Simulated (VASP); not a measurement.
Band structure of GePt$_{3}$ (space group Fm-3m). Level of theory: PBE GGA, VASP's PBE PAW potentials (set 64) (plane waves; VASP 6.6.1).

Unless said otherwise, spin-orbit coupling is left out, though it shifts the bands of the heavy elements here.

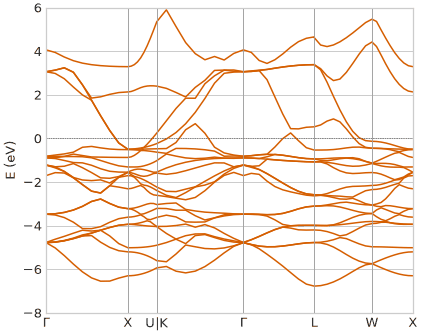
Figure: Bands along high-symmetry lines, zero at the valence-band maximum or, without a gap, the Fermi level

Q: Read the plot: is there a gap, and where are the band edges?

A: It has no gap at this level: it comes out as a metal or semimetal.

The structure was generated: GePt3 was put into an ordered model structure, which need not be its known phase. The cell was not relaxed at this level.
